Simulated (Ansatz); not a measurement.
## What BiN (model cell, started as zinc blende) distorts into

Aim: this structure of BiN (model cell, started as zinc blende) is to be tested for unstable modes, and one is followed downhill.

Method: DFT PBEsol, scalar-relativistic, plane waves, PAW, in Ansatz 0.2.0.

The structure was built from a prototype and need not be the compound's stable phase.

### Step 1. Set-up

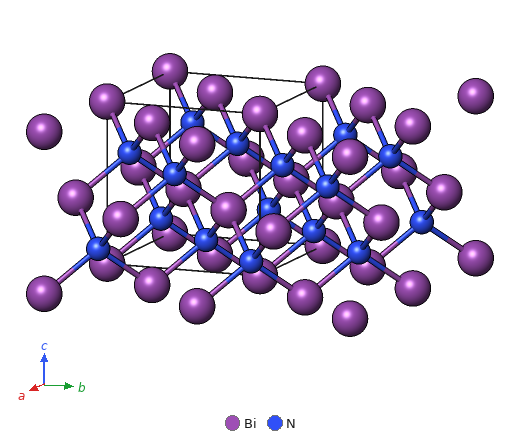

The cell as given, slightly off an axis (bismuth purple, nitrogen blue). 2×2×1 cells are drawn. This picture shows the conventional cell, with its axes. Bonds to atoms that aren't drawn are left out. Some periodic images of atoms are drawn too.

### Step 2. Response at finite wavevector

The cell comes from relaxations at this level that are not shown. Stability and thermal properties need the whole zone. Linear response on a 4×4×4 q mesh gives force constants as far as a supercell of that size would.

File input.yaml:

```yaml
crystal:
  lattice:
    - [0.0, 2.7401716009, 2.7401716009]
    - [2.7401716009, 0.0, 2.7401716009]
    - [2.7401716009, 2.7401716009, 0.0]
  atoms:
    - { symbol: Bi, position: [0.0, 0.0, 0.0] }
    - { symbol: "N", position: [0.25, 0.25, 0.25] }
kpoints:
  mp_grid: { grid: [16, 16, 16] }
hamiltonian:
  xc: pbesol
scf:
  occupations: { method: methfessel_paxton, width: 0.2 }
output:
  eigenvalues: true
phonons:
  method: dfpt
  qmesh: [4, 4, 4]
  temperatures: { t_max: 1000, t_step: 50 }
  qpath:
    path:
      - [[0.0, 0.0, 0.0], [-0.5, -0.5, 0.0], [-0.375, -0.375, 0.25]]
      - [[-0.375, 0.0, 0.375], [0.0, 0.0, 0.0], [0.0, 0.0, 0.5], [-0.5, -0.25, 0.25], [-0.5, -0.5, 0.0]]
    npoints: 10
```

Launch:

```sh
ansatz run input.yaml --threads 4 --pin off --max-ram 7168MiB --backend cpu --events-out ev --progress --plain --runs-dir out
```

Numbers of over 12 decimals in the logs are rounded to 6 here.

The log of the run:

```text
Warning: phonons: the dynamical matrix that this run interpolates holds no multipole term above the dipole-dipole one, and a site of this crystal is no centre of inversion, so its interpolated transverse optical and acoustic branches and sound speeds can stay off near Gamma, and the density of states and the thermodynamics with them. What a run solves at a wave vector of phonons.qpoints, Gamma apart, where the deck admits one, is free of this, and under fd what a larger phonons.supercell samples
Engine: ansatz 0.2.0, aarch64-unknown-linux-gnu
Pseudopotentials: kind: paw
Pseudopotential: Bi, paw, valence charge 15, recommended cutoff 420 eV (normal), Bi.paw.azcp
Pseudopotential: N, paw, valence charge 5, recommended cutoff 420 eV (normal), N.paw.azcp
Functional definition: PBEsol
  exchange = pbesol_x
  correlation = pbesol_c
Crystal: 2 atoms, lattice volume = 41.149 Å³
Basis set: ecut = 420 eV, 821 PW (Γ), exchange–correlation on 54×54×54 points (8 copies of the dense FFT grid, shifted against one another)
Bands: 14, of which v1, the nominal top of the filled ones, is band 10 counted from 1 (9 counted from 0)
Symmetry: 24 space group operations
k-points: 145 of 4096 (time reversal used)
Non-local potential: Bi, projectors of the file, l = 0: 2, l = 1: 2, l = 2: 2, l = 3: 2
Non-local potential: N, projectors of the file, l = 0: 2, l = 1: 2, l = 2: 1
PAW form: soft (Blöchl's): semilocal exchange-correlation on the pseudo side does not see the compensation charge
PAW frozen core: Bi, regenerated for the run's functional, and the local potential with it (the file was generated under x = pbe(κ = 0.804, μ = 0.219515), c = pbe(β = 0.066725))
PAW frozen core: N, regenerated for the run's functional, and the local potential with it (the file was generated under x = pbe(κ = 0.804, μ = 0.219515), c = pbe(β = 0.066725))
PAW one-centre angular grid: Bi, 590 points (default); XC on 64 Gauss nodes
PAW one-centre angular grid: N, 110 points (default); XC on 64 Gauss nodes
Initial density: superposition of atomic densities (neutral atoms: chi_scale 0, normalization atom), corrected by the library's trained network
Initial wavefunctions: pseudopotential atomic-orbital guess
Functional: x = pbesol(κ = 0.804, μ = 0.123457), c = pbesol(β = 0.046)
SCF iter   1: F=—  HF=-12618.913948 eV  |F-HF|=—  |Δ(HF+E_count)|=         —  Δρ=1.81e-2  dr2=1.86e-1  ethr=1.77e-3  ⟨swp⟩=5.0  Hψ=9508  notcnv=0
preconditioner: auto → LDOS  [metal: Δε(μ)=0.054 eV  Ē_g=19.056 eV  σ=0.200 eV  W_gap=0.22  n_scr=14 (ndim 8)  ℏωp=25.9 eV  f_vac=0.018  D(μ)=0.93/eV (n_scr^D=8)  β→1.0]
SCF iter   2: F=—  HF=-12618.884009 eV  |F-HF|=—  |Δ(HF+E_count)|=   2.99e-2  S|Δr|=    0.00e0  Δρ=6.37e-3  dr2=1.56e-2  ethr=9.31e-4  ⟨swp⟩=2.0  Hψ=3605  notcnv=0
preconditioner: auto → Kerker (q_TF=auto, 2.419 Å⁻¹)  [metal: Δε(μ)=0.001 eV  Ē_g=19.061 eV  σ=0.200 eV  W_gap=0.00  n_scr=14 (ndim 8)  ℏωp=25.9 eV  f_vac=0.012  D(μ)=0.79/eV (n_scr^D=0)  β→0.5]
SCF iter   3: F=—  HF=-12618.881182 eV  |F-HF|=—  |Δ(HF+E_count)|=   2.83e-3  S|Δr|=    0.00e0  Δρ=9.12e-4  dr2=1.58e-4  ethr=7.82e-5  ⟨swp⟩=2.1  Hψ=2447  notcnv=0
SCF iter   4: F=—  HF=-12618.881258 eV  |F-HF|=—  |Δ(HF+E_count)|=   7.58e-5  S|Δr|=    0.00e0  Δρ=2.54e-4  dr2=4.29e-5  ethr=7.92e-7  ⟨swp⟩=2.0  Hψ=2681  notcnv=0
SCF iter   5: F=—  HF=-12618.881261 eV  |F-HF|=—  |Δ(HF+E_count)|=   3.22e-6  S|Δr|=    0.00e0  Δρ=7.92e-5  dr2=4.52e-6  ethr=2.15e-7  ⟨swp⟩=2.0  Hψ=2584  notcnv=0
SCF iter   6: F=—  HF=-12618.881273 eV  |F-HF|=—  |Δ(HF+E_count)|=   1.16e-5  S|Δr|=    0.00e0  Δρ=2.82e-5  dr2=5.41e-7  ethr=2.26e-8  ⟨swp⟩=2.1  Hψ=2548  notcnv=0
SCF iter   7: F=—  HF=-12618.881265 eV  |F-HF|=—  |Δ(HF+E_count)|=   8.20e-6  S|Δr|=    0.00e0  Δρ=3.32e-6  dr2=2.56e-9  ethr=2.70e-9  ⟨swp⟩=2.9  Hψ=3563  notcnv=0
SCF iter   8: F=—  HF=-12618.881265 eV  |F-HF|=—  |Δ(HF+E_count)|=   1.65e-9  S|Δr|=    0.00e0  Δρ=1.17e-6  dr2=6.27e-10  ethr=1.28e-11  ⟨swp⟩=2.2  Hψ=3009  notcnv=0
SCF iter   9: F=-12618.881265 eV  HF=-12618.881265 eV  |F-HF|=1.27e-11  |Δ(HF+E_count)|=  1.09e-10  S|Δr|=    0.00e0  Δρ=1.16e-7  dr2=6.05e-12  ethr=1.00e-12  ⟨swp⟩=5.0  Hψ=10951  notcnv=0
SCF 1 converged in 9 iterations: F = -12618.881265 eV  dr2 = 6.05e-12
  greatest PAW one-centre occupation: 0.989 electrons in one spin orbital (limit 2), on the Bi atom at site 0 (counted from 0), in its partial waves of l = 2
Initial density: read from a saved state, or passed on in memory by an earlier SCF of this step, an earlier step, the calling program or the single point that the run made first
iter 1 solved again at ethr=8.67e-7 eV; its pass at ethr=3.10e-3 eV (dr2=1.73e-4 eV) is discarded
SCF iter   1: F=—  HF=-12618.881265 eV  |F-HF|=—  |Δ(HF+E_count)|=         —  Δρ=4.29e-6  dr2=3.82e-9  ethr=8.67e-7  ⟨swp⟩=3.2  Hψ=15337  notcnv=0
eigensolver tolerance schedule: the retry pair's looser diagonalisation over-reported the residual by 45450.04 of it (diagonalisation noise at an unbounded share of the residual, at the tolerance the schedule requests for it); recorded, not acted on — ethr = c·dr2/N_el stays at c = 1.0e-1
preconditioner: auto → Kerker (q_TF=auto, 2.419 Å⁻¹)  [metal: Δε(μ)=0.013 eV  Ē_g=19.042 eV  σ=0.200 eV  W_gap=0.05  n_scr=14 (ndim 8)  ℏωp=25.9 eV  f_vac=0.011  D(μ)=0.82/eV (n_scr^D=0)]
SCF iter   2: F=—  HF=-12618.881265 eV  |F-HF|=—  |Δ(HF+E_count)|=   5.77e-7  S|Δr|=    0.00e0  Δρ=2.63e-6  dr2=1.91e-9  ethr=1.91e-11  ⟨swp⟩=3.8  Hψ=5256  notcnv=0
SCF iter   3: F=—  HF=-12618.881265 eV  |F-HF|=—  |Δ(HF+E_count)|=  4.46e-10  S|Δr|=    0.00e0  Δρ=1.51e-6  dr2=5.14e-10  ethr=9.53e-12  ⟨swp⟩=1.0  Hψ=2034  notcnv=0
SCF iter   4: F=—  HF=-12618.881265 eV  |F-HF|=—  |Δ(HF+E_count)|=  1.36e-10  S|Δr|=    0.00e0  Δρ=1.06e-6  dr2=2.49e-10  ethr=2.57e-12  ⟨swp⟩=1.0  Hψ=2030  notcnv=0
SCF iter   5: F=—  HF=-12618.881265 eV  |F-HF|=—  |Δ(HF+E_count)|=  6.37e-11  S|Δr|=    0.00e0  Δρ=5.88e-7  dr2=7.40e-11  ethr=1.24e-12  ⟨swp⟩=2.0  Hψ=3043  notcnv=0
SCF iter   6: F=—  HF=-12618.881265 eV  |F-HF|=—  |Δ(HF+E_count)|=  2.18e-11  S|Δr|=    0.00e0  Δρ=3.40e-7  dr2=2.49e-11  ethr=1.00e-12  ⟨swp⟩=1.0  Hψ=2030  notcnv=0
SCF iter   7: F=-12618.881265 eV  HF=-12618.881265 eV  |F-HF|=9.09e-12  |Δ(HF+E_count)|=  9.09e-12  S|Δr|=    0.00e0  Δρ=8.91e-8  dr2=1.73e-12  ethr=1.00e-12  ⟨swp⟩=3.0  Hψ=4399  notcnv=0
SCF 2 converged in 7 iterations: F = -12618.881265 eV  dr2 = 1.73e-12
phonons: the bands overlap, so this run is a metal and interpolates without the dipole-dipole term. If the crystal is really an insulator or semiconductor, its LO-TO splitting is missing
NSCF: frozen V_eff on 145 k-points
NSCF: frozen V_eff on 349 k-points
DFPT response loops at q = (0, 0, 0) (fractional): preconditioner auto → Kerker (q_TF=auto, 2.419 Å⁻¹) (partly filled bands, converged f_vac=0.011); β = 1.00, the filter's whole step (`scf.mixing.beta` (0.50) is not read by the response loops under this deck's `scf.mixing.preconditioner`; to damp them name `kerker` or `kerker_dos`, under which they read `scf.mixing.beta`, and type it under 1.00, their step now; both keys bind the ground state too); Broyden in place of MSR1
NSCF: frozen V_eff on 4352 k-points
DFPT response loops at q = (0, 0, 0.25) (fractional): mixed as the last ones told, above
NSCF: frozen V_eff on 2196 k-points
DFPT response loops at q = (0, 0, -0.5) (fractional): mixed as the last ones told, above
NSCF: frozen V_eff on 2320 k-points
DFPT response loops at q = (0, 0.25, 0.25) (fractional): mixed as the last ones told, above
NSCF: frozen V_eff on 8192 k-points
DFPT response loops at q = (0, 0.25, -0.5) (fractional): mixed as the last ones told, above
NSCF: frozen V_eff on 4352 k-points
DFPT response loops at q = (0, 0.25, -0.25) (fractional): mixed as the last ones told, above
NSCF: frozen V_eff on 1242 k-points
DFPT response loops at q = (0, -0.5, -0.5) (fractional): mixed as the last ones told, above
NSCF: frozen V_eff on 2320 k-points
DFPT response loops at q = (0.25, -0.5, -0.25) (fractional): mixed as the last ones told, above
SCF converged after 9 iterations
Stability not checked: this state was not tested for a lower state beside it, because cold or Methfessel-Paxton smearing, or corrected tetrahedra, fill the levels in a way that the test cannot read (fill_not_monotonic; see scf.lower_state_search)
Free energy (F): -12618.881265 eV
Harris-Foulkes:  -12618.881265 eV  (|F-HF|=1.27e-11)
Internal energy: -12618.880265 eV  (E = F + TS)
E sigma→0 (E₀):  -12618.881015 eV
Entropy (-TS):   -0.000999 eV (-0.500 meV/atom)
Fermi energy:    9.981247 eV
--- Per-component energies (eV) ---
  E_band       = -95.856585
  E_kinetic    = 427.609640
  E_local      = -1697.342854  (includes V_loc(G=0)·N_el)
  E_nonlocal   = 611.029055
  E_hartree    = 543.852201
  E_xc         = -209.300983
  E_vxc        = -219.320100  (∫ρ·V_xc dr)
  E_paw        = -10630.967595  (= ΣΔE_a)
  E_vpaw       = -305.536326  (= ΣTr[D̂ρ^β])
  E_aug_tail   = -0.000384  (compensation charges beyond the density's cutoff)
  E_ewald      = -1663.877196
  E_core_change = 0.117851  (= ΣΔE_core)
  E_smearing   = -0.000999  (= −TS)
  E_closure    = 0.000000  (closes the sum)
  Σ components = -12618.881265   (vs F -12618.881265, Δ=0.00e0)
--- Band table (eV; the first three rows and the last of 145) ---
  k-point 0: bands = [... 6 lower, 2.9452, 7.8293, 7.8293, 7.8293, 13.0047, 13.0047, 13.0047, 16.2383]
  k-point 1: bands = [... 6 lower, 2.8401, 7.7891, 7.7891, 7.8242, 12.7679, 13.0553, 13.0553, 16.6457]
  k-point 2: bands = [... 6 lower, 2.5381, 7.6794, 7.6794, 7.7854, 12.3700, 13.1891, 13.1891, 17.4576]
  k-point 144: bands = [... 6 lower, -0.8705, 5.0451, 5.2476, 10.3284, 11.9228, 12.3407, 15.3723, 16.8137]
--- Phonons (Γ-DFPT): 2 representative perturbations + reference (Σ response iterations 6) ---
  ASR residual: 6.961e-5 → 0.000e0 eV/Å²; symmetrization residual: 6.999e-7 eV/Å²
  ASR residual per site (eV/Å²): 1.09e-5 6.96e-5
  Γ frequencies (cm⁻¹): 0.00 0.00 0.00 309.70 309.70 309.70
--- Phonons (arbitrary-q DFPT): 8 irreducible q on the 4×4×4 mesh ---
  q = [0.0000, 0.0000, 0.0000] (star 1, of the zone-centre solve; hermiticity 3.02e-7, symmetrization 1.25e-12): -0.00 0.00 0.00 309.70 309.70 309.70
  q = [0.0000, 0.0000, 0.2500] (star 8, 2 solved perturbations on 2176 of 4096 k-point pairs; hermiticity 2.86e-7, symmetrization 4.78e-13): -12.96 -12.96 62.11 248.86 292.08 292.08
  q = [0.0000, 0.0000, -0.5000] (star 4, 2 solved perturbations on 1098 of 4096 k-point pairs; hermiticity 4.04e-7, symmetrization 2.97e-13): 32.99 32.99 123.45 289.05 289.05 301.49
  q = [0.0000, 0.2500, 0.2500] (star 6, 4 solved perturbations in 3616 linear systems a pass and spin channel, the states on 1160 of 4096 k-point pairs; hermiticity 5.50e-7, symmetrization 2.46e-13): -72.69 -72.69 85.05 200.63 200.63 264.04
  q = [0.0000, 0.2500, -0.5000] (star 24, 4 solved perturbations in 12544 linear systems a pass and spin channel, the states on 4096 of 4096 k-point pairs; hermiticity 3.15e-7, symmetrization 8.59e-14): -30.10 -20.39 113.72 182.58 205.82 295.95
  q = [0.0000, 0.2500, -0.2500] (star 12, 4 solved perturbations in 6672 linear systems a pass and spin channel, the states on 2176 of 4096 k-point pairs; hermiticity 4.90e-7, symmetrization 2.70e-13): -27.13 22.59 103.81 205.48 275.48 285.78
  q = [0.0000, -0.5000, -0.5000] (star 3, 4 solved perturbations in 1940 linear systems a pass and spin channel, the states on 621 of 4096 k-point pairs; hermiticity 4.90e-7, symmetrization 2.38e-13): -107.01 -107.01 108.86 111.00 111.00 272.88
  q = [0.2500, -0.5000, -0.2500] (star 6, 4 solved perturbations in 3498 linear systems a pass and spin channel, the states on 1160 of 4096 k-point pairs; hermiticity 5.36e-7, symmetrization 2.24e-13): -80.14 51.47 114.54 138.25 153.43 251.52
  sum rule: each row above includes the acoustic sum rule's correction from the zone centre's row sums; it moved no ω² by more than (1.16 cm⁻¹)²
  mesh force constants: q→R imaginary residual 9.88e-19; ASR residual 6.961e-5 → 0.000e0 eV/Å²; symmetrization residual 1.776e-15 eV/Å²
  interpolated dispersion: 62 rows × 6 modes
  density of states and harmonic sums: on the 20×20×20 q-mesh, interpolated from the force constants of a 4×4×4 supercell (no non-analytic term)
  largest difference from the sums on the solved wave vectors: F 1.00e-1 eV, S 1.30e-4 and C_V 2.96e-5 eV/K
  zero-point energy: 0.051731 eV/cell   skipped modes (ω ≤ 0): 332, of them read as no rigid motion or as one in doubt: 329 (1.265e0 modes/cell left out, lowest -107.01 cm⁻¹)   left out of the sums: 2.11e-1 of the cell's modes: C_V's classical limit lies that fraction below 3 k_B per atom; for a crystal, a wire or a layer, F and S can be off by more, and a phonons.interpolated_qmesh denser along its periods is the remedy for the sampling
```

The job ended after 8.8 min (4 threads of Arm Neoverse V1, shared host; peak memory 4.5 GiB; 34 min of CPU time).

This step gave:

```yaml
volume_per_atom: 20.57 Å³
gap_on_the_k_mesh: 0 eV
sum_rule_residual_before_enforcement: 6.96e-5 eV/Å²
lowest_frequency_on_the_path: -107.0 cm⁻¹
point_group: -43m
highest_frequency_on_the_path_or_at_a_solved_wavevector: 310.1 cm⁻¹
highest_optical_mode_at_the_zone_centre_no_lo_to_term: 309.7 cm⁻¹
lowest_optical_zone_centre_mode: 309.7 cm⁻¹
lowest_mode_on_the_q_mesh_acoustic_modes_at_gamma_apart: -107.0 cm⁻¹
```

Frequencies (cm⁻¹) solved at each irreducible wavevector; negative means imaginary. Frequencies by wavevector, by row:

| q in reciprocal lattice units | star | mode 1 | mode 2 | mode 3 | mode 4 | mode 5 | mode 6 |
| --- | --- | --- | --- | --- | --- | --- | --- |
| 0 0 0 | 1 | 0 | 0 | 0 | 309.7 | 309.7 | 309.7 |
| 0 0 0.25 | 8 | -13 | -13 | 62.1 | 248.9 | 292.1 | 292.1 |
| 0 0 -0.5 | 4 | 33 | 33 | 123.5 | 289.1 | 289.1 | 301.5 |
| 0 0.25 0.25 | 6 | -72.7 | -72.7 | 85 | 200.6 | 200.6 | 264 |
| 0 0.25 -0.5 | 24 | -30.1 | -20.4 | 113.7 | 182.6 | 205.8 | 295.9 |
| 0 0.25 -0.25 | 12 | -27.1 | 22.6 | 103.8 | 205.5 | 275.5 | 285.8 |
| 0 -0.5 -0.5 | 3 | -107 | -107 | 108.9 | 111 | 111 | 272.9 |
| 0.25 -0.5 -0.25 | 6 | -80.1 | 51.5 | 114.5 | 138.2 | 153.4 | 251.5 |

Interpolated from a 4×4×4 q mesh. The phonon branches at the labelled points (cm⁻¹):

| point | branch 1 | branch 2 | branch 3 | branch 4 | branch 5 | branch 6 |
| --- | --- | --- | --- | --- | --- | --- |
| Γ | 0 | 0 | 0 | 310 | 310 | 310 |
| X | -107 | -107 | 109 | 111 | 111 | 273 |
| U | -37 | -36 | 112 | 136 | 172 | 283 |
| jump to K | -37 | -36 | 112 | 136 | 172 | 283 |
| Γ | 0 | 0 | 0 | 310 | 310 | 310 |
| L | 33 | 33 | 124 | 289 | 289 | 302 |
| W | -80 | 52 | 114 | 138 | 153 | 252 |
| X | -107 | -107 | 109 | 111 | 111 | 273 |

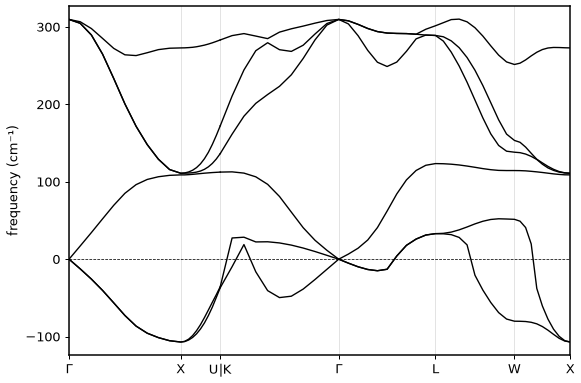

Phonon branches along the path.

Symmetry leaves 8 wavevectors to solve. The lowest mode among them, the acoustic zeros apart, lies at q = (0, -0.5, -0.5) and is imaginary, 107.0i cm⁻¹, so the energy falls along it.

### Step 3. The mode frozen in, largest atomic shift 0 Å

The mode followed lies at q = (0, -0.5, -0.5) with frequency 107.0i cm⁻¹ and is 2-fold degenerate, the softest among the wavevectors solved. At small amplitude the distorted cell has space group no. 31 by a symmetry search on the positions. The undistorted cell that holds it gives the zero of energy on the same k mesh.

System of this step: BiN (model cell, started as zinc blende). It takes space group F-43m (No. 216, cubic). Conventional cell: a = 5.480 Å, b = 5.480 Å, c = 5.480 Å, α = 90.00°, β = 90.00°, γ = 90.00°. Nearest to Bi lie 4 N at 2.37 Å. N has 4 Bi at 2.37 Å nearest. Farther neighbours and most contacts between anions are not listed.

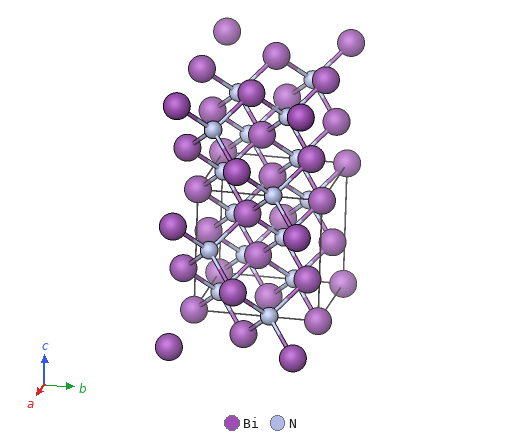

The cell of this step (bismuth purple, nitrogen light blue). Bonds to atoms that aren't drawn are left out. 2×1×2 conventional cells are drawn. Some periodic images of atoms are drawn too.

File input.yaml:

```yaml
crystal:
  lattice:
    - [0.0, -2.7401716009, -2.7401716009]
    - [0.0, 2.7401716009, -2.7401716009]
    - [5.4803432018, 0.0, 0.0]
  atoms:
    - { symbol: Bi, position: [0.5, 0.5, 0.5] }
    - { symbol: Bi, position: [0.0, 0.0, 0.0] }
    - { symbol: "N", position: [0.0, 0.5, 0.75] }
    - { symbol: "N", position: [0.5, 0.0, 0.25] }
kpoints:
  mp_grid: { grid: [12, 12, 8] }
hamiltonian:
  xc: pbesol
scf:
  occupations: { method: methfessel_paxton, width: 0.2 }
output:
  forces: true
  stress: true
  eigenvalues: true
```

The log of the run:

```text
[...]
Crystal: 4 atoms, lattice volume = 82.299 Å³
Basis set: ecut = 420 eV, 1611 PW (Γ), exchange–correlation on 54×54×80 points (8 copies of the dense FFT grid, shifted against one another)
Bands: 24, of which v1, the nominal top of the filled ones, is band 20 counted from 1 (19 counted from 0)
Symmetry: 16 space group operations
[...]
--- Band table (eV; the first three rows and the last of 140) ---
  k-point 0: bands = [... 16 lower, 7.8253, 7.8253, 7.8257, 9.0678, 9.6202, 13.0039, 13.0039, 13.0045]
  k-point 1: bands = [... 16 lower, 7.7125, 7.7125, 7.9414, 9.1302, 9.6166, 12.6018, 13.1184, 13.1184]
  k-point 2: bands = [... 16 lower, 7.4158, 7.4158, 8.2431, 9.2754, 9.6279, 11.8160, 13.4256, 13.4256]
  k-point 139: bands = [... 16 lower, 5.2452, 5.2452, 10.3244, 10.3244, 11.9207, 11.9207, 12.3396, 12.3396]
[key lines of the parts left out:]
SCF converged after 6 iterations
Free energy (F): -25237.766579 eV
Fermi energy:    9.967206 eV
P = ⅓ Tr σ = -0.0410 GPa (-0.410 kbar)
```

The job ended after 5.9 s (4 threads; peak memory 0.48 GiB).

This step gave:

```
pressure                         : -0.04101 GPa
energy from the undistorted cell : 0 meV/atom
```

The run ends at a pressure of -0.04 GPa.

### Step 4. The mode frozen in, largest atomic shift 0.22 Å

The atoms are moved along the unstable eigenvector, the largest shift by 0.22 Å, with the cell fixed.

input.yaml, the sections that differ from step 3:

```yaml
crystal:
  lattice:
    - [0.0, -2.7401716009, -2.7401716009]
    - [0.0, 2.7401716009, -2.7401716009]
    - [5.4803432018, 0.0, 0.0]
  atoms:
    - { symbol: Bi, position: [0.493427475, 0.5, 0.5] }
    - { symbol: Bi, position: [0.006572525, 0.0, 0.0] }
    - { symbol: "N", position: [-0.0567714415, 0.5, 0.75] }
    - { symbol: "N", position: [0.5567714415, 0.0, 0.25] }
# kpoints, hamiltonian, scf, output: as in step 3
```

The log of the run:

```text
[...]
Crystal: 4 atoms, lattice volume = 82.299 Å³
Basis set: ecut = 420 eV, 1611 PW (Γ), exchange–correlation on 54×54×80 points (8 copies of the dense FFT grid, shifted against one another)
Bands: 24, of which v1, the nominal top of the filled ones, is band 20 counted from 1 (19 counted from 0)
Symmetry: 4 space group operations
[...]
k-points: 245 of 1152 (time reversal used)
[...]
--- Band table (eV; the first three rows and the last of 245) ---
  k-point 0: bands = [... 16 lower, 7.8083, 7.9135, 7.9581, 9.1279, 9.4689, 12.6685, 12.9280, 13.2306]
  k-point 1: bands = [... 16 lower, 7.7003, 7.7946, 8.0682, 9.1442, 9.5141, 12.3469, 13.0496, 13.3563]
  k-point 2: bands = [... 16 lower, 7.4139, 7.4839, 8.3448, 9.1613, 9.6703, 11.6774, 13.3720, 13.6839]
  k-point 244: bands = [... 16 lower, 5.2739, 5.2739, 10.0440, 10.0440, 12.1562, 12.1562, 12.3591, 12.3591]
[key lines of the parts left out:]
SCF converged after 7 iterations
Free energy (F): -25237.778363 eV
Fermi energy:    9.822974 eV
P = ⅓ Tr σ = -0.0174 GPa (-0.174 kbar)
```

Run time: 12 s. Hardware: 4 threads; peak memory 0.62 GiB; 47 s of CPU time.

This step gave:

- pressure: -0.01735 GPa
- energy from the undistorted cell: -2.817 meV/atom

The energy, extrapolated to zero smearing, is -2.82 meV/atom against the undistorted cell.

The run ends at a pressure of -0.02 GPa, with forces up to 0.40 eV/Å.

(Part 1 of 3 ends here.)

[Logs are printed without paths, hosts, clocks, repeated set-up lines and the standing remarks that a program may print on its own settings, such as how far it seeks lower states.]

[Hosts, paths, dates, database ids (printed as entryN), source tags and the programs' standing remarks are cut or masked in the printed files.]
